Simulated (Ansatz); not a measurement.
# C4H8FN: molecular dynamics

The plan is to follow the molecule's vibrations and see whether its bonds hold. The start is relaxed first. Runs: 362 steps of 0.5 fs at constant energy, with velocities drawn for 300 K. SMILES of the start: CCC(N)=CF.

Program: Ansatz 0.2.0. Level of theory: RKS PBE/STO-3G. These are calculated values, not measurements.

## Step 1: The structure to begin with

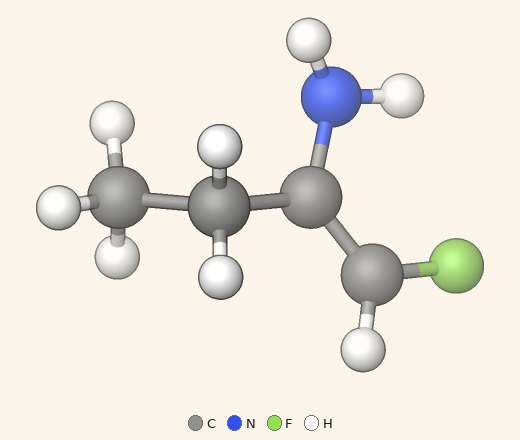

Start, viewed from a chosen angle; carbon grey, nitrogen blue, fluorine green, hydrogen white.

As a file:

```xyz
14

C    -0.5429   -1.5484    0.8477
C     0.3135   -0.8763   -0.2119
C     0.1156    0.6305   -0.3013
N     0.6898    1.3841    0.7780
C    -0.4102    1.1824   -1.3845
F    -0.5540    2.5405   -1.4803
H    -1.6183   -1.2948    0.6243
H    -0.4166   -2.5726    0.8413
H    -0.3634   -1.1094    1.8815
H     0.1083   -1.3343   -1.1601
H     1.3530   -1.1102    0.0411
H     1.4679    0.9954    1.2354
H     0.6667    2.3894    0.5397
H    -0.8223    0.6944   -2.2220
```

## Step 2: Relaxing the start

input.yaml

```yaml
crystal:
  periodic: [false, false, false]
  atoms:
    - { symbol: C, position_ang: [-0.5429, -1.5484, 0.8477] }
    - { symbol: C, position_ang: [0.3135, -0.8763, -0.2119] }
    - { symbol: C, position_ang: [0.1156, 0.6305, -0.3013] }
    - { symbol: "N", position_ang: [0.6898, 1.3841, 0.778] }
    - { symbol: C, position_ang: [-0.4102, 1.1824, -1.3845] }
    - { symbol: F, position_ang: [-0.554, 2.5405, -1.4803] }
    - { symbol: H, position_ang: [-1.6183, -1.2948, 0.6243] }
    - { symbol: H, position_ang: [-0.4166, -2.5726, 0.8413] }
    - { symbol: H, position_ang: [-0.3634, -1.1094, 1.8815] }
    - { symbol: H, position_ang: [0.1083, -1.3343, -1.1601] }
    - { symbol: H, position_ang: [1.353, -1.1102, 0.0411] }
    - { symbol: H, position_ang: [1.4679, 0.9954, 1.2354] }
    - { symbol: H, position_ang: [0.6667, 2.3894, 0.5397] }
    - { symbol: H, position_ang: [-0.8223, 0.6944, -2.222] }
basis:
  gaussian: { orbitals: STO-3G }
hamiltonian:
  xc: pbe
relax:
  f_tol: 0.02
  max_steps: 40
scf:
  lower_state_search: "off"
```

The run is started by

```bash
ansatz run input.yaml --threads 1 --pin off --max-ram 2048MiB --backend cpu --events-out ev --progress --plain --runs-dir out
```

What it wrote (excerpt; [...] marks lines left out):

```text
Warning: RAYON_NUM_THREADS=1 ignored (pool sized by the plan → 1); use --threads N
[...]
Functional definition: PBE
[...]
584 factors; integrals over basis functions are off by at most 1.5e-5 eV
[...]
mean field -8363.07372644 eV, -307.3372907515 hartree, gradient 2.8e-6 eV, S^2 0.000000; 0 other end points of the search recorded, 0 dependent functions left out
[...]
reference -8363.07375224 eV, -307.3372916998 hartree; 24, 24 occupied and 14, 14 virtual orbitals, 584 factors
relax step   1: F+E_penalty+E_count = -8363.07372644 eV  Δ(F+E_penalty+E_count) = +0.000e0 eV  max|allowed force component| = 4.282e0 eV/Å  Δτ_max = 0.0000 Å  (15 SCF iters, accepted)
[...]
relax step   7: F+E_penalty+E_count = -8363.84289333 eV  Δ(F+E_penalty+E_count) = -5.613e-4 eV  max|allowed force component| = 2.033e-2 eV/Å  Δτ_max = 0.0111 Å  (20 SCF iters, accepted)
[...]
relax step   8: F+E_penalty+E_count = -8363.84293857 eV  Δ(F+E_penalty+E_count) = -4.524e-5 eV  max|allowed force component| = 6.757e-3 eV/Å  Δτ_max = 0.0033 Å  (14 SCF iters, accepted)
Total energy: -8363.84296418 eV, -307.3655597171 hartree
Atom 0 at    -0.593280    -1.540949     0.870118 Å, force     0.003082     0.002451     0.003435 eV/Å
Atom 1 at     0.331342    -0.915860    -0.222169 Å, force    -0.003436    -0.003354    -0.002925 eV/Å
Atom 2 at     0.186853     0.608939    -0.317647 Å, force    -0.005752     0.000125    -0.004767 eV/Å
Atom 3 at     0.568363     1.377605     0.874934 Å, force     0.004576    -0.000449     0.001349 eV/Å
Atom 4 at    -0.399509     1.239300    -1.381953 Å, force    -0.006757    -0.002641     0.004513 eV/Å
Atom 5 at    -0.506870     2.615973    -1.429167 Å, force     0.000760    -0.001431    -0.001236 eV/Å
Atom 6 at    -1.656947    -1.366566     0.623982 Å, force     0.000720     0.000292    -0.000659 eV/Å
Atom 7 at    -0.421748    -2.631703     0.943131 Å, force     0.000524     0.001408    -0.000645 eV/Å
Atom 8 at    -0.385373    -1.080817     1.853760 Å, force    -0.002381    -0.001208     0.002076 eV/Å
Atom 9 at     0.095037    -1.360213    -1.210703 Å, force     0.002937     0.001858    -0.001314 eV/Å
Atom 10 at     1.388100    -1.174627     0.012634 Å, force    -0.000925    -0.000208    -0.000295 eV/Å
Atom 11 at     1.574603     1.118811     1.117616 Å, force     0.000796     0.000974     0.002270 eV/Å
Atom 12 at     0.621577     2.392451     0.547561 Å, force     0.001201     0.000746     0.000548 eV/Å
Atom 13 at    -0.815047     0.688357    -2.253196 Å, force     0.004654     0.001439    -0.002348 eV/Å
Dipole moment:     0.259767    -0.039242    -0.099601 e Å
Checks for a lower state left out: stability, starts, cluster_reference, orbital_swaps, neighbouring_geometries, increment
```

Run time: 30 s. Hardware: 1 thread of Intel Xeon Platinum 8259CL at 2.50GHz (Skylake/Cascade Lake), shared host; peak memory 0.13 GiB.

Step by step:

| step | energy from step 1 (eV) | largest force component (eV/Å) |
| --- | --- | --- |
| 1 | 0.0000 | 4.2817 |
| 2 | -0.6383 | 1.3078 |
| 3 | -0.7257 | 0.6960 |
| 4 | -0.7522 | 0.7214 |
| 5 | -0.7649 | 0.2885 |
| 6 | -0.7686 | 0.0780 |
| 7 | -0.7692 | 0.0203 |
| 8 | -0.7692 | 0.0068 |

Step 1 is the start.

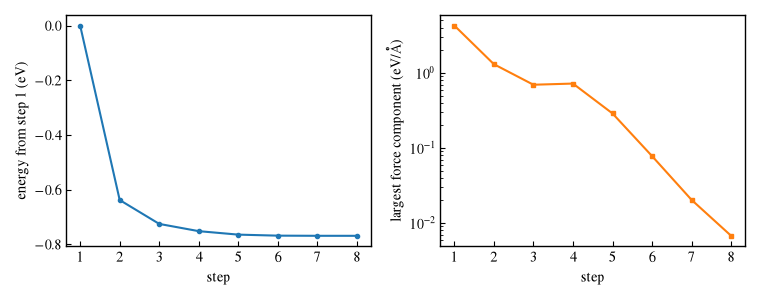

Energy and largest force along the relaxation.

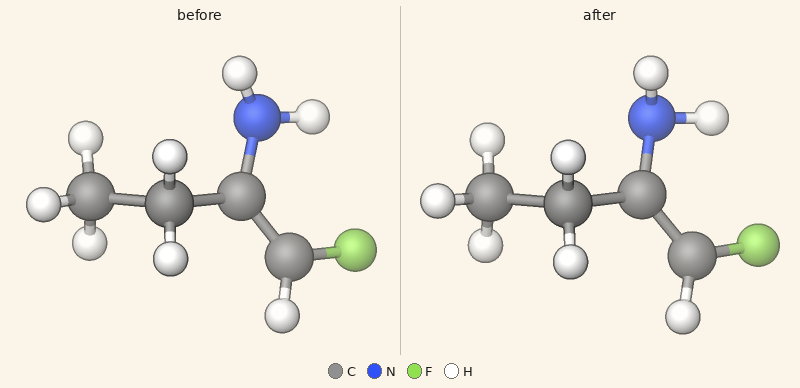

The structure before (left) and after (right), drawn at the same scale.

After: Bond lengths: C1–C2 1.562 Å, C2–C3 1.535 Å, C3–N4 1.469 Å, C3–C5 1.369 Å, C5–F6 1.382 Å, C1–H7 1.106 Å, C1–H8 1.107 Å, C1–H9 1.106 Å, C2–H10 1.109 Å, C2–H11 1.113 Å, N4–H12 1.067 Å, N4–H13 1.068 Å, C5–H14 1.111 Å. Angles (14 of 21 angles, heavy atoms first): C1–C2–C3 112.7°, C2–C3–N4 116.4°, C2–C3–C5 123.1°, N4–C3–C5 120.1°, C3–C5–F6 121.2°, C1–C2–H10 109.7°, C1–C2–H11 108.8°, C3–C2–H10 108.8°, C3–C2–H11 109.5°, C2–C1–H7 110.5°, C2–C1–H8 110.4°, C2–C1–H9 110.1°, C3–N4–H12 107.6°, C3–N4–H13 105.1°.

## Step 3: The run

362 steps of 0.5 fs at constant energy, with velocities drawn for 300 K, from the relaxed start.

input.yaml

```yaml
crystal:
  periodic: [false, false, false]
  atoms:
    - { symbol: C, position_ang: [-0.59328, -1.540949, 0.870118] }
    - { symbol: C, position_ang: [0.331342, -0.91586, -0.222169] }
    - { symbol: C, position_ang: [0.186853, 0.608939, -0.317647] }
    - { symbol: "N", position_ang: [0.568363, 1.377605, 0.874934] }
    - { symbol: C, position_ang: [-0.399509, 1.2393, -1.381953] }
    - { symbol: F, position_ang: [-0.50687, 2.615973, -1.429167] }
    - { symbol: H, position_ang: [-1.656947, -1.366566, 0.623982] }
    - { symbol: H, position_ang: [-0.421748, -2.631703, 0.943131] }
    - { symbol: H, position_ang: [-0.385373, -1.080817, 1.85376] }
    - { symbol: H, position_ang: [0.095037, -1.360213, -1.210703] }
    - { symbol: H, position_ang: [1.3881, -1.174627, 0.012634] }
    - { symbol: H, position_ang: [1.574603, 1.118811, 1.117616] }
    - { symbol: H, position_ang: [0.621577, 2.392451, 0.547561] }
    - { symbol: H, position_ang: [-0.815047, 0.688357, -2.253196] }
basis:
  gaussian: { orbitals: STO-3G }
hamiltonian:
  xc: pbe
md:
  timestep: 0.5
  n_steps: 362
  ensemble: nve
  temperature: 300.0
  initial_velocities: maxwell_boltzmann
  seed: 475032
scf:
  lower_state_search: "off"
```

The run is started by

```bash
ansatz run input.yaml --threads 1 --pin off --max-ram 2048MiB --backend cpu --events-out ev --progress --plain --runs-dir out
```

What it wrote (excerpt; [...] marks lines left out):

```text
Warning: RAYON_NUM_THREADS=1 ignored (pool sized by the plan → 1); use --threads N
[...]
[... 1 set-up line as earlier in the session ...]
[...]
585 factors; integrals over basis functions are off by at most 1.4e-5 eV
[...]
mean field -8363.84293028 eV, -307.3655584714 hartree, gradient 3.6e-6 eV, S^2 0.000000; 0 other end points of the search recorded, 0 dependent functions left out
[...]
reference -8363.84295600 eV, -307.3655594164 hartree; 24, 24 occupied and 14, 14 virtual orbitals, 585 factors
md step     0: t =     0.00 fs  T =   300.0 K  F+E_penalty+E_count = -8363.84293028 eV  E_kin = 0.465336 eV  conserved = -8363.37759428 eV  (15 SCF iters)
[...]
md step    20: t =    10.00 fs  T =   192.9 K  F+E_penalty+E_count = -8363.67648970 eV  E_kin = 0.299237 eV  conserved = -8363.37725255 eV  (21 SCF iters)
[...]
md step    40: t =    20.00 fs  T =   164.0 K  F+E_penalty+E_count = -8363.63142319 eV  E_kin = 0.254418 eV  conserved = -8363.37700509 eV  (21 SCF iters)
[...]
md step    60: t =    30.00 fs  T =   200.6 K  F+E_penalty+E_count = -8363.68814036 eV  E_kin = 0.311188 eV  conserved = -8363.37695204 eV  (20 SCF iters)
[...]
md step    79: t =    39.50 fs  T =   159.8 K  F+E_penalty+E_count = -8363.62430775 eV  E_kin = 0.247829 eV  conserved = -8363.37647829 eV  (21 SCF iters)
md step    80: t =    40.00 fs  T =   164.0 K  F+E_penalty+E_count = -8363.63095908 eV  E_kin = 0.254406 eV  conserved = -8363.37655271 eV  (21 SCF iters)
```

## Step 4: The output, continued: dynamics from the start

Output, continued (excerpt; [...] marks lines left out):

```text
md step    81: t =    40.50 fs  T =   157.2 K  F+E_penalty+E_count = -8363.62010364 eV  E_kin = 0.243891 eV  conserved = -8363.37621265 eV  (21 SCF iters)
[...]
md step   107: t =    53.50 fs  T =   131.1 K  F+E_penalty+E_count = -8363.57866171 eV  E_kin = 0.203281 eV  conserved = -8363.37538051 eV  (21 SCF iters)
[...]
md step   133: t =    66.50 fs  T =    92.9 K  F+E_penalty+E_count = -8363.51871198 eV  E_kin = 0.144063 eV  conserved = -8363.37464879 eV  (21 SCF iters)
[...]
md step   159: t =    79.50 fs  T =   128.2 K  F+E_penalty+E_count = -8363.57446547 eV  E_kin = 0.198830 eV  conserved = -8363.37563596 eV  (21 SCF iters)
[...]
md step   185: t =    92.50 fs  T =   148.1 K  F+E_penalty+E_count = -8363.60494121 eV  E_kin = 0.229791 eV  conserved = -8363.37515010 eV  (21 SCF iters)
md step   186: t =    93.00 fs  T =   147.9 K  F+E_penalty+E_count = -8363.60470678 eV  E_kin = 0.229455 eV  conserved = -8363.37525155 eV  (21 SCF iters)
md step   187: t =    93.50 fs  T =   149.8 K  F+E_penalty+E_count = -8363.60790368 eV  E_kin = 0.232382 eV  conserved = -8363.37552118 eV  (21 SCF iters)
```

## Step 5: The log goes on: dynamics from the start

The log, continued (excerpt; [...] marks lines left out):

```text
md step   188: t =    94.00 fs  T =   151.3 K  F+E_penalty+E_count = -8363.61052287 eV  E_kin = 0.234685 eV  conserved = -8363.37583832 eV  (21 SCF iters)
[...]
md step   209: t =   104.50 fs  T =   197.7 K  F+E_penalty+E_count = -8363.68271094 eV  E_kin = 0.306644 eV  conserved = -8363.37606736 eV  (20 SCF iters)
[...]
md step   230: t =   115.00 fs  T =   148.4 K  F+E_penalty+E_count = -8363.60583367 eV  E_kin = 0.230166 eV  conserved = -8363.37566765 eV  (21 SCF iters)
[...]
md step   251: t =   125.50 fs  T =   115.8 K  F+E_penalty+E_count = -8363.55459761 eV  E_kin = 0.179575 eV  conserved = -8363.37502240 eV  (21 SCF iters)
[...]
md step   361: t =   180.50 fs  T =   129.4 K  F+E_penalty+E_count = -8363.57527775 eV  E_kin = 0.200663 eV  conserved = -8363.37461468 eV  (21 SCF iters)
[...]
Atom 6 at    -1.698887    -1.406929     0.404501 Å, force     0.474615     0.178245    -0.083716 eV/Å
Atom 7 at    -0.507691    -2.593458     0.974718 Å, force     0.158292    -0.171520     0.006857 eV/Å
Atom 8 at    -0.629669    -1.004227     1.805421 Å, force     0.164783    -0.213245    -0.904179 eV/Å
Atom 9 at     0.356946    -1.485807    -1.235448 Å, force     0.071048     1.071520     1.945973 eV/Å
Atom 10 at     1.434349    -1.045564     0.194657 Å, force     0.651465    -0.487660     0.386276 eV/Å
Atom 11 at     1.642598     1.332805     1.017138 Å, force     0.168882    -0.117847    -0.330732 eV/Å
Atom 12 at     0.480621     2.400602     0.389877 Å, force     0.166791     0.637342    -0.034250 eV/Å
Atom 13 at    -0.948854     0.694189    -2.199777 Å, force     0.211308     0.183847     0.237156 eV/Å
Dipole moment:     0.217014    -0.042042    -0.157331 e Å
Checks for a lower state left out: stability, starts, cluster_reference, orbital_swaps, neighbouring_geometries, increment
```

It took 18 min on 1 thread of Intel Xeon Platinum 8259CL at 2.50GHz (Skylake/Cascade Lake), shared host; peak memory 0.1 GiB.

## Step 6: Frames and traces

One step in 26; energies are changes from step 0:

| time (fs) | T (K) | potential energy change (meV/atom) | total energy change (meV/atom) |
| --- | --- | --- | --- |
| 0.0 | 300 | 0.0 | 0.00 |
| 13.0 | 129 | 19.2 | 0.24 |
| 26.0 | 151 | 16.6 | 0.15 |
| 39.0 | 145 | 17.3 | 0.11 |
| 52.0 | 92 | 23.2 | 0.25 |
| 65.0 | 147 | 17.0 | 0.08 |
| 78.0 | 128 | 19.3 | 0.17 |
| 91.0 | 164 | 15.2 | 0.15 |
| 104.0 | 201 | 11.1 | 0.11 |
| 117.0 | 159 | 15.7 | 0.16 |
| 130.0 | 172 | 14.4 | 0.16 |
| 143.0 | 135 | 18.4 | 0.14 |
| 156.0 | 76 | 25.0 | 0.23 |
| 169.0 | 134 | 18.5 | 0.13 |
| 181.0 | 121 | 20.0 | 0.22 |

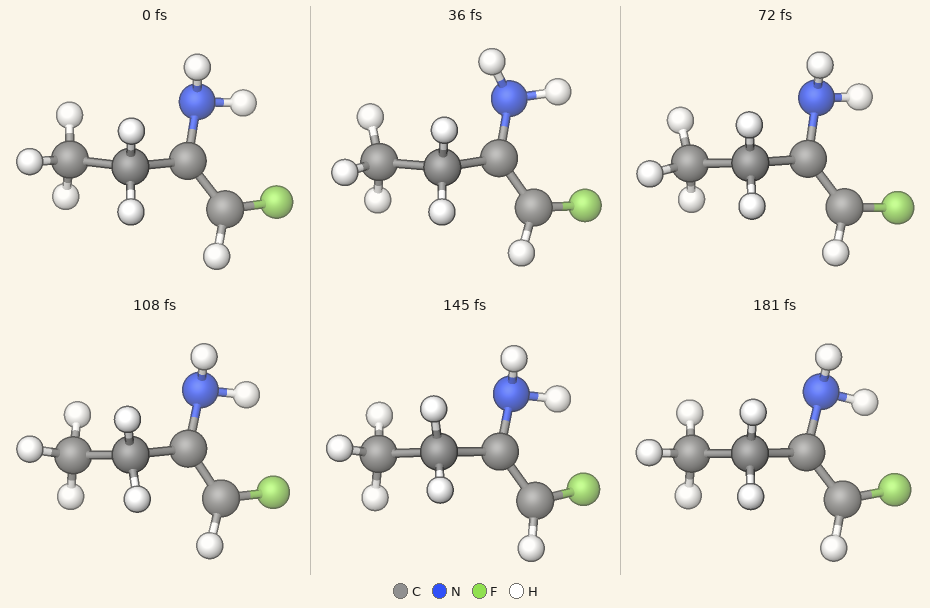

The system at six times, viewed from a chosen angle. Sticks join atoms within a bonding distance in each frame.

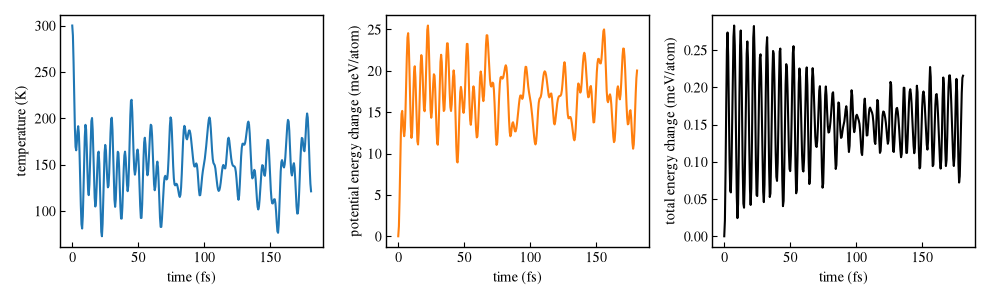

Traces against time; each panel has its own scale.

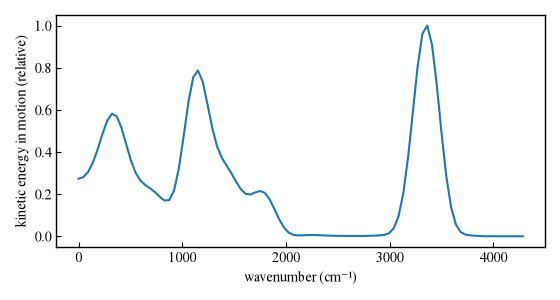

Power spectrum of the mass-weighted velocities; a run of 181 fs resolves no finer than about 370 cm⁻¹.

Maxima of the velocity power spectrum (cm⁻¹, relative height; resolution about 370 cm⁻¹): 320 (58), 1150 (79), 1750 (22), 3360 (100).

## Step 7: Snapshots as a file

Positions (Å) and forces (eV/Å):

```xyz
14
time_fs=26.0 T=151 dE=0.2327
C    -0.614   -1.565    0.804   -0.745    1.003    1.726
C     0.318   -0.895   -0.224    1.464   -0.658    0.107
C     0.234    0.627   -0.251   -0.988    0.665   -1.730
N     0.601    1.444    0.885    1.021    0.322    0.834
C    -0.399    1.222   -1.336    0.280   -0.638   -0.004
F    -0.545    2.585   -1.467    0.030   -0.051    0.071
H    -1.696   -1.326    0.630    0.623   -0.131   -0.172
H    -0.501   -2.647    0.893    0.169   -0.641   -0.396
H    -0.374   -1.157    1.820   -0.152   -0.153   -0.393
H     0.020   -1.213   -1.221   -0.205   -0.379   -0.818
H     1.393   -1.286   -0.096   -1.146    0.645    0.123
H     1.427    0.943    1.352   -0.164    0.324   -0.038
H     1.020    2.371    0.512   -0.376   -0.656    0.198
H    -0.767    0.607   -2.210    0.191    0.348    0.491
14
time_fs=51.5 T=105 dE=0.3046
C    -0.646   -1.580    0.795    0.481   -0.399    1.120
C     0.348   -0.868   -0.149   -1.841   -0.590   -3.350
C     0.199    0.666   -0.282    0.533   -1.028    1.138
N     0.664    1.375    0.932   -0.735   -0.119   -0.564
C    -0.382    1.220   -1.375   -0.447    2.320    0.102
F    -0.585    2.607   -1.502    0.331   -0.991    0.165
H    -1.688   -1.296    0.669   -0.648    0.268   -0.502
H    -0.580   -2.700    0.790    0.184    0.645   -0.337
H    -0.362   -1.247    1.799   -0.122   -0.075    0.680
H     0.184   -1.280   -1.213    0.298    0.408    1.268
H     1.342   -1.169    0.131    1.472   -0.099    0.456
H     1.580    0.905    1.140    0.642   -0.190    0.409
H     0.947    2.348    0.636   -0.005    0.539   -0.158
H    -0.801    0.659   -2.214   -0.142   -0.691   -0.426
14
time_fs=77.5 T=129 dE=0.2682
C    -0.665   -1.550    0.789   -0.259    0.574    0.913
C     0.384   -0.900   -0.151    1.209    0.032    0.827
C     0.236    0.627   -0.270   -0.967    0.632   -1.414
N     0.664    1.339    0.901    0.810    0.348    1.031
C    -0.424    1.250   -1.330   -0.017   -1.123   -0.492
F    -0.579    2.621   -1.515    0.198   -0.652    0.498
H    -1.708   -1.246    0.519    0.512   -0.178   -0.022
H    -0.597   -2.659    0.800    0.085    0.223   -0.017
H    -0.447   -1.141    1.799   -0.353   -0.389    0.078
H     0.219   -1.332   -1.117    0.198   -0.582   -1.649
H     1.454   -1.169    0.211   -1.541    0.376   -0.562
H     1.710    1.139    1.036   -0.406    0.191    0.160
H     0.583    2.389    0.755    0.077   -0.077   -0.272
H    -0.871    0.618   -2.178    0.454    0.626    0.921
14
time_fs=103.5 T=199 dE=0.1590
C    -0.676   -1.494    0.769    0.681    1.102    0.364
C     0.374   -0.890   -0.218   -1.325   -0.623   -0.741
C     0.244    0.619   -0.297    0.029    0.016    0.484
N     0.635    1.426    0.892    0.492   -0.442   -0.436
C    -0.438    1.180   -1.322    0.520    1.323    0.534
F    -0.536    2.548   -1.415   -0.254    0.520   -0.077
H    -1.695   -1.358    0.373   -0.105   -0.060    0.064
H    -0.453   -2.543    0.933   -0.074   -0.905    0.146
H    -0.561   -0.944    1.726   -0.347   -0.235   -0.008
H     0.168   -1.358   -1.221    0.391    0.490    0.382
H     1.381   -1.156    0.082    0.983   -0.427    0.388
H     1.688    1.219    1.040   -0.502    0.236    0.001
H     0.613    2.438    0.529    0.074   -0.155    0.014
H    -0.867    0.623   -2.136   -0.564   -0.839   -1.115
14
time_fs=129.5 T=173 dE=0.1996
C    -0.700   -1.522    0.813    1.071   -0.915   -0.149
C     0.385   -0.944   -0.188   -0.093   -0.395   -0.508
C     0.234    0.580   -0.343    0.584    0.283    0.932
N     0.620    1.465    0.807   -0.721   -0.938   -0.241
C    -0.376    1.219   -1.368   -1.202   -0.746   -1.735
F    -0.553    2.581   -1.341    0.144    0.443   -0.090
H    -1.697   -1.471    0.336    0.013   -0.090    0.099
H    -0.431   -2.599    1.055   -0.468    0.952   -0.226
H    -0.714   -0.943    1.754    0.000    0.067    0.013
H     0.288   -1.514   -1.179    0.029    1.008    0.941
H     1.432   -1.122    0.163   -0.330   -0.278    0.251
H     1.611    1.253    1.092    0.620   -0.389    0.059
H     0.692    2.420    0.359   -0.158    0.511   -0.214
H    -0.845    0.685   -2.265    0.511    0.485    0.869
14
time_fs=155.0 T=87 dE=0.3319
C    -0.696   -1.545    0.845    0.402    0.296   -0.904
C     0.400   -0.910   -0.133    0.205    0.565    2.183
C     0.215    0.573   -0.379   -0.275    1.452   -0.397
N     0.620    1.396    0.759   -0.373    0.896    0.444
C    -0.400    1.255   -1.417    0.733   -1.739    1.311
F    -0.535    2.603   -1.323   -0.034    1.294   -0.170
H    -1.696   -1.506    0.372    0.062    0.183   -0.088
H    -0.449   -2.602    0.957    0.150   -0.615    0.263
H    -0.776   -1.086    1.842    0.316    0.320    0.040
H     0.413   -1.513   -1.012   -0.099   -0.726   -1.756
H     1.438   -0.954    0.299   -0.553   -0.618    0.205
H     1.649    1.270    1.020   -0.238   -0.081   -0.327
H     0.484    2.432    0.462    0.251   -0.914    0.023
H    -0.790    0.755   -2.298   -0.548   -0.313   -0.827
14
time_fs=181.0 T=121 dE=0.2804
C    -0.659   -1.514    0.797   -0.237   -0.247    0.770
C     0.418   -0.944   -0.191   -1.613    0.002   -1.704
C     0.165    0.573   -0.332    1.665    0.128    1.776
N     0.600    1.446    0.834   -0.983   -1.178   -0.725
C    -0.450    1.215   -1.341   -0.779   -0.341   -1.458
F    -0.484    2.588   -1.374   -0.118    0.556    0.117
H    -1.699   -1.407    0.405    0.475    0.178   -0.084
H    -0.508   -2.594    0.975    0.158   -0.172    0.007
H    -0.630   -1.004    1.805    0.165   -0.213   -0.904
H     0.357   -1.486   -1.235    0.071    1.071    1.946
H     1.434   -1.046    0.195    0.651   -0.488    0.386
H     1.643    1.333    1.017    0.169   -0.118   -0.331
H     0.481    2.401    0.390    0.167    0.637   -0.034
H    -0.949    0.694   -2.200    0.211    0.184    0.237
```

## Step 8: Summary of results

| quantity | value |
| --- | --- |
| relaxation of the start | 7 moves, 0.769 eV lower |
| length | 362 steps of 0.5 fs |
| temperature, first and last step | 300 and 121 K |
| temperature, second half | mean 148 K, from 76 to 205 K |
| potential energy, second half | +17 meV/atom from the start |
| largest change of the total energy | 0.28 meV/atom |
| bonds formed or broken | 0 |

**Reading.** The temperature starts at 300 K and averages 148 K in the second half, where it ranges from 76 to 205 K. About half is expected from a start at a minimum: kinetic energy passes into potential energy until both shares match. The total energy strays from its start by at most 0.28 meV/atom, 1.7 % of the mean kinetic energy, which is good for a step of 0.5 fs. The bonding pattern survives the run. Averages from a run of 181 fs with 14 atoms are rough. The nuclei move classically, without zero-point motion, which matters most for hydrogen. In so small a basis the energies are only a sketch.
